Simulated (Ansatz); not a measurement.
C2H6ClNOSi2: several calculations on one system

### Relaxation

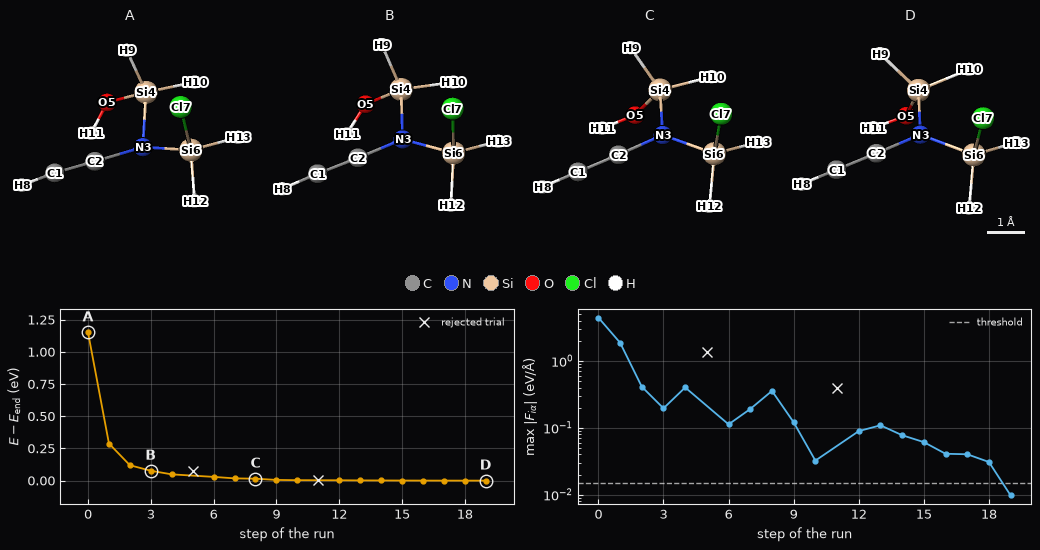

Frames of a relaxation of C$_{2}$H$_{6}$ClNOSi$_{2}$, marked on the history of the run. A ball-and-stick model, seen from a free direction.

The run prepares an end point of a later path (torsion) calculation, from a guessed geometry.

Theory: RKS PBE0-D4/def2-SVP in Ansatz.

The input:
```yaml
crystal:
  periodic: [false, false, false]
  atoms:
    - { symbol: C, position_ang: [-0.568, -2.2529, -1.2254] }
    - { symbol: C, position_ang: [-0.4314, -1.1067, -0.8051] }
    - { symbol: "N", position_ang: [-0.2487, 0.2519, -0.2985] }
    - { symbol: Si, position_ang: [-0.3199, 0.4564, 1.3699] }
    - { symbol: O, position_ang: [-1.9564, 0.0115, 1.6811] }
    - { symbol: Si, position_ang: [1.1646, 1.0441, -0.8632] }
    - { symbol: Cl, position_ang: [2.9278, 0.0319, -0.4288] }
    - { symbol: H, position_ang: [-0.7408, -3.1711, -1.628] }
    - { symbol: H, position_ang: [0.5324, -0.4264, 2.152] }
    - { symbol: H, position_ang: [-0.2058, 1.8606, 1.7917] }
    - { symbol: H, position_ang: [-2.4603, -0.2842, 0.9418] }
    - { symbol: H, position_ang: [1.0947, 1.1134, -2.3232] }
    - { symbol: H, position_ang: [1.2323, 2.4367, -0.3496] }
basis:
  gaussian: { orbitals: def2-SVP }
hamiltonian:
  xc: pbe0
  dispersion: d4
relax:
  f_tol: 0.015
  max_steps: 40
```

Command:
```bash
ansatz run input.yaml --threads 2 --pin off --max-ram 3072MiB --backend cpu --events-out ev --progress --plain --runs-dir out
```

Describe the path.

Answer. Over 17 accepted moves (19 points after the start) the energy falls by 1.151 eV. The largest force component goes from 4.5 to 0.0097 eV/Å. The line search rejected the trial steps at points 5, 11 of the run. The atom that moves furthest after the best rigid fit is H9 (0.89 Å). By element the largest moves are H 0.89 Å, Cl 0.71 Å, O 0.68 Å, N 0.53 Å, C 0.33 Å, Si 0.25 Å. Near-neighbour distances that change, for instance: Si4–Si6 2.745 → 3.138 Å, C2–N3 1.461 → 1.350 Å, N3–Si4 1.682 → 1.776 Å, Si4–O5 1.724 → 1.654 Å. Bond angles that change, for instance: Si4–N3–Si6 107.8° → 125.4°, N3–Si4–O5 100.8° → 112.0°, N3–Si4–H9 115.8° → 106.8°. Groups turn about Si4–O5 by about 70°. The run took 63 s on 2 threads of Intel(R) Xeon(R) 6975P-C (Granite Rapids) (shared host), peak memory 0.41 GiB. From step 0 to 3: Cl7 moves most (0.35 Å), energy −1.075 eV. From step 3 to 8: O5 moves most (0.40 Å), energy −0.062 eV. From step 8 to 19: H11 moves most (0.43 Å), energy −0.015 eV.

### Relaxation

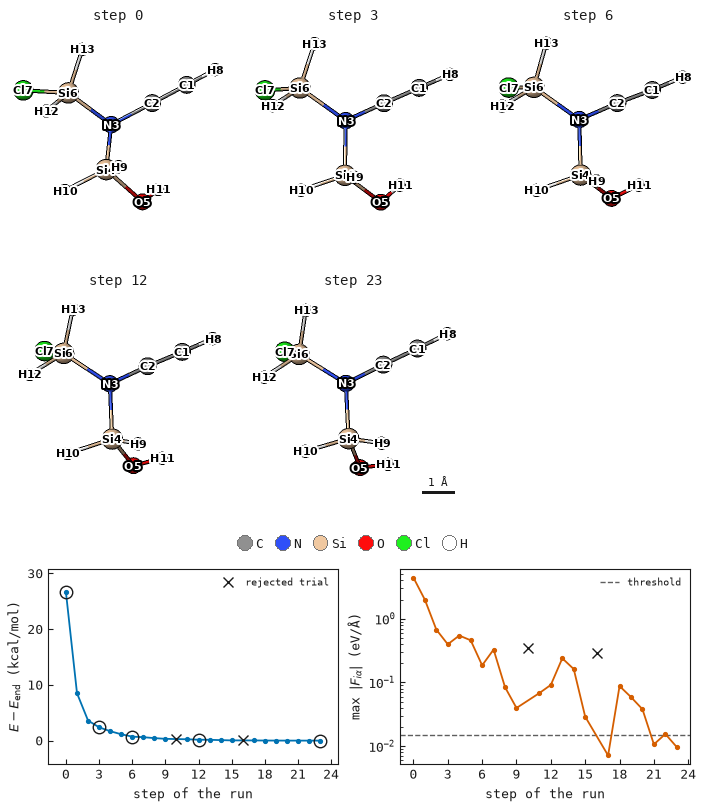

Frames of a relaxation of C$_{2}$H$_{6}$ClNOSi$_{2}$, marked on the history of the run. A ball-and-stick model, seen face on.

The run prepares an end point of a later path (torsion) calculation, from a guessed geometry.

Method: RKS PBE0-D4/def2-SVP (Ansatz). Set-up: no spin polarisation; force threshold 0.015 eV/Å; at most 40 steps.

> Describe the path.

The largest moves after the best rigid fit, 0.98 Å, are those of Cl7 and H9. Largest moves by element: H 0.98 Å, Cl 0.97 Å, O 0.69 Å, N 0.67 Å, C 0.35 Å, Si 0.29 Å. Near-neighbour distances that change, for instance: Si4–Si6 2.745 → 3.143 Å, C2–N3 1.461 → 1.351 Å, N3–Si4 1.682 → 1.777 Å, Si4–O5 1.724 → 1.653 Å. Among the angles between lasting bonds that change: Si4–N3–Si6 107.8° → 125.7°, N3–Si4–O5 100.8° → 112.6°, N3–Si4–H9 115.8° → 106.0°. Groups turn about Si4–O5 by about 65°. The energy falls by 26.6 kcal/mol in 21 accepted moves (23 points after the start). Largest force component: 4.4 eV/Å at the start, 0.0097 eV/Å at the end. The line search rejected the trial steps at points 10, 16 of the run. The forces were under the threshold at step 17, but the run went on from there. The run took 73 s on 2 threads of Intel(R) Xeon(R) 6975P-C (Granite Rapids) (shared host), peak memory 0.41 GiB. From step 0 to 3: N3 moves most (0.40 Å), energy −24.2 kcal/mol. From step 3 to 6: Cl7 moves most (0.33 Å), energy −1.68 kcal/mol. From step 6 to 12: H atoms move most (0.38 Å), energy −0.55 kcal/mol. From step 12 to 23: H11 moves most (0.40 Å), energy −0.16 kcal/mol.

```tsv
step	E − E(0), kcal/mol	largest force component, eV/Å	note
0	0.00	4.4108	
1	-18.09	1.9826	
2	-22.99	0.6739	
3	-24.20	0.3965	
4	-24.90	0.5443	
5	-25.44	0.4582	
6	-25.87	0.1854	
7	-25.97	0.3277	
8	-26.14	0.0841	
9	-26.27	0.0397	
10	-26.22	0.3477	rejected
11	-26.35	0.0681	
12	-26.43	0.0915	
13	-26.44	0.2390	
14	-26.50	0.1619	
15	-26.55	0.0290	
16	-26.54	0.2897	rejected
17	-26.55	0.0071	
18	-26.57	0.0876	
19	-26.58	0.0588	
20	-26.58	0.0379	
21	-26.59	0.0107	
22	-26.59	0.0155	
23	-26.59	0.0097
```

### Path

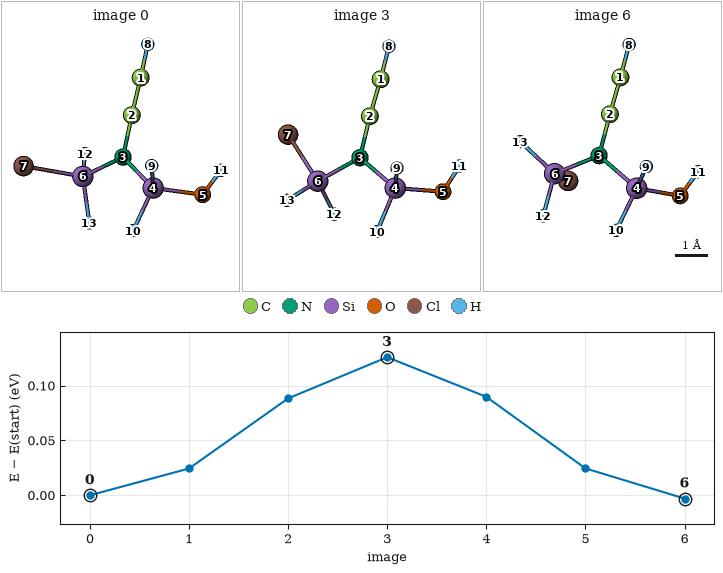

A search for the minimum-energy path of C2H6ClNOSi2 by the nudged elastic band. Images are numbered from 0 (start) to 6 (end). The picture is a ball-and-stick view, seen at a tilt.

Theory: RKS PBE0-D4/def2-SVP in Ansatz. Set-up: 5 movable images; climbing image; force threshold 0.03 eV/Å; iteration limit 60; starting path through a guess of the saddle point.

Question: Read off the barrier and say what moves.

Answer: The motion is a rotation about the N3–Si6 bond by about 160°. No bond forms or breaks between the ends. Bond angles that change up to the highest image, for instance: C2–N3–Si6 118.6° → 123.0°, H12–Si6–H13 113.8° → 110.1°. The energy climbs by 0.126 eV to image 3 and then falls by 0.129 eV, so the end point sits at −0.003 eV. The band converged in 19 iterations, with a climbing image at the top. At the top, the vibrational analysis gives one imaginary mode (48i cm⁻¹), as a transition state must have.

The run took 4.6 min on 2 threads of Intel(R) Xeon(R) 6975P-C (Granite Rapids), with other jobs on the host, peak memory 0.46 GiB.
